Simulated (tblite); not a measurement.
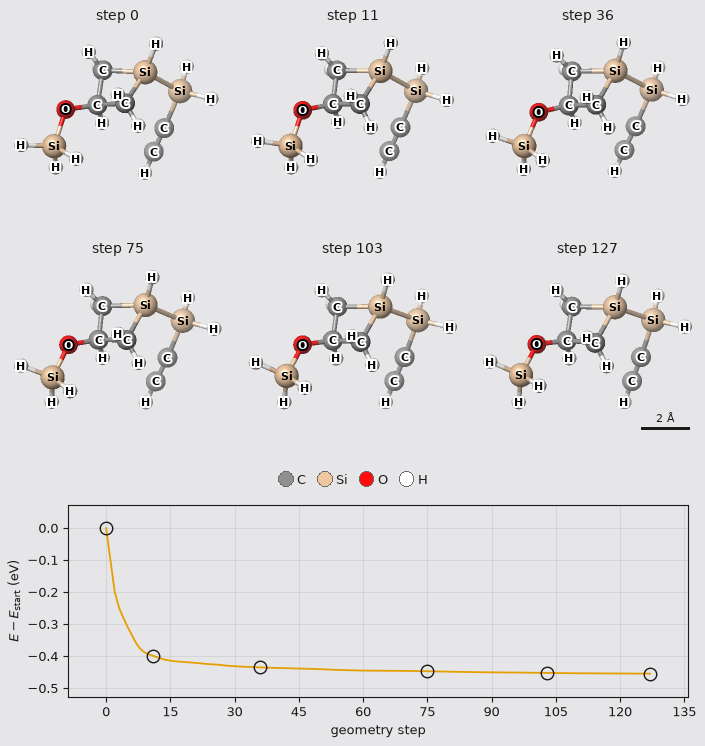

Frames of a relaxation of C₅H₁₂OSi₃, marked on the history of the run. Style: ball-and-stick. Shown at a tilt.

Computed with GFN2-xTB geometry optimisation, gas phase in tblite. 

> What happens along the run?

The energy falls by 0.455 eV in 127 geometry steps. An H atom moves most after the best rigid fit: 0.70 Å. By element the largest moves are H 0.70 Å, C 0.40 Å, Si 0.34 Å, O 0.09 Å. Some distances before and after: Si–Si 2.252 → 2.316 Å, C–O 1.452 → 1.395 Å, O–Si 1.669 → 1.613 Å, C–Si 1.864 → 1.917 Å. Among the angles between lasting bonds that change: C–O–Si 119.1° → 130.5°, O–Si–H 109.5° → 99.6°, C–C–H 115.0° → 109.4°. The run took 5.3 s on 1 thread of Intel(R) Xeon(R) Processor @ 2.50GHz (shared host). From step 0 to 11: an H atom moves most (0.20 Å), energy −0.399 eV. From step 11 to 36: an H atom moves most (0.21 Å), energy −0.036 eV. From step 36 to 75: an H atom moves most (0.18 Å), energy −0.012 eV. From step 75 to 103: an H atom moves most (0.25 Å), energy −0.005 eV. From step 103 to 127: an H atom moves most (0.18 Å), energy −0.002 eV.
